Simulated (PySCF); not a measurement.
H2P2, SMILES `P=P`.

Computed with PySCF, M06-2X/def2-SVP, geometry: GFN2-xTB. No frequency check shows the geometry to be a minimum. GFN2-xTB bond lengths at metals and heavier atoms can be off by up to 0.1 Å and shapes distorted, which carries into these values. Without diffuse functions Rydberg states are missing, so the states' numbers hold for this basis only.

Cartesian coordinates (Å):

```
P1       1.0021    0.1072    0.0000
P2      -1.0021   -0.1072    0.0000
H3       1.2677   -1.2707    0.0000
H4      -1.2677    1.2707    0.0000
```

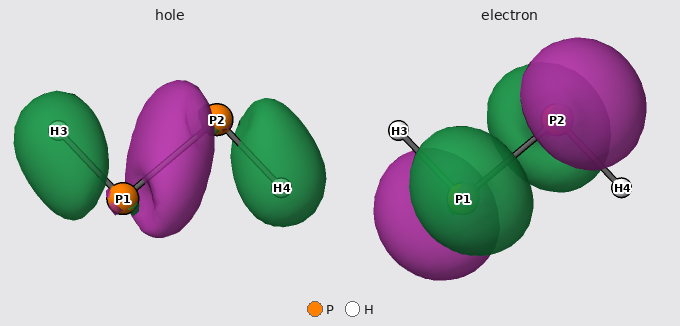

Leading natural transition orbital pair of S₃ (TDA singlet states); the surfaces enclose about 70 % of each orbital's density.

Characterise the state.

5.47 eV (226 nm), f = 0.000 (dark), n → π*; the leading pair carries 99 %; hole on P1 and P2 (34 % each) and H3 and H4 (16 % each), electron on P1 and P2 (47 % each); their centroids lie 0.0 Å apart. In canonical orbitals it is mainly HOMO−2 → LUMO (98 %). The HOMO–LUMO gap is 6.44 eV.

The PySCF run took 91 s on 1 thread of Intel(R) Xeon(R) Processor @ 2.50GHz (Skylake/Cascade Lake), with other jobs on the host, peak memory 0.35 GiB.
